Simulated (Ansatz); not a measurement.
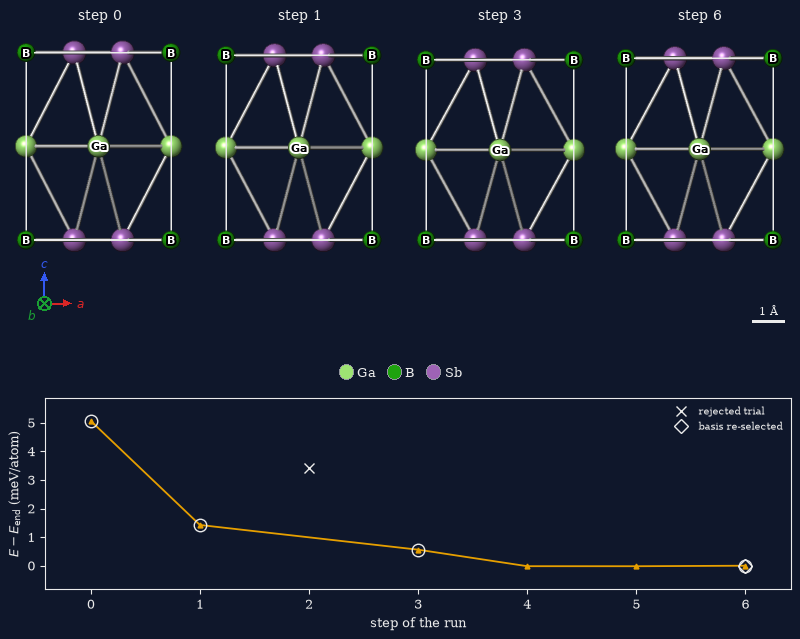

Frames of a relaxation of solid Ga₃BSb₂ (a generated structure, set up in P6/mmm), marked on the history of the run. Style: ball-and-stick. Shown: the cell of the calculation, along the b axis.

All numbers below come from Ansatz, DFT PBE, scalar-relativistic, plane waves, PAW. Settings: plane-wave cutoff 420 eV; k-point mesh 12 × 12 × 6; occupations gaussian; smearing width 0.1 eV; no spin polarisation; cell and atoms relaxed; force threshold 0.01 eV/Å; at most 80 steps.

Q: What happens along the run?

A: Over 4 accepted moves (6 points after the start) the energy falls by 5.1 meV per atom. All forces vanish by symmetry, so only the cell relaxes. The pressure goes from 0.26 to 0.00 GPa. The line search rejected the trial step at point 2 of the run. The SCF was repeated once at an unchanged geometry on a basis and grid sized afresh for the cell, which shifted the energy by less than 0.05 meV per atom at most. No atom moves by more than 0.005 Å relative to the cell. The volume changes by −0.4 %, with a = b 5.251 → 5.324 Å (+1.4 %), c 5.881 → 5.702 Å (−3.1 %). Some distances before and after: Ga–Sb 3.308 → 3.239 Å, Sb–Sb 3.032 → 3.074 Å, B–Sb 3.032 → 3.074 Å, Ga–Ga 2.626 → 2.662 Å. The space group stays P6/mmm (No. 191). Cost: 87 s on 1 thread of AMD EPYC 9R45 96-Core Processor (Zen 5) (shared host), peak memory 0.71 GiB. From step 0 to 1: volume −0.1 %, energy −3.6 meV per atom. From step 1 to 3: energy −0.9 meV per atom. From step 3 to 6: volume −0.2 %, energy −0.6 meV per atom.

```tsv
step	E − E(0), meV/atom	pressure, GPa	volume, Å³/atom	note
0	0.00	0.26	23.410	
1	-3.64	0.10	23.383	
2	-1.65	0.58	22.864	rejected
3	-4.50	-0.20	23.368	
4	-5.08	0.05	23.290	
5	-5.08	-0.01	23.326	
6	-5.06	0.00	23.326	same geometry, new basis
```
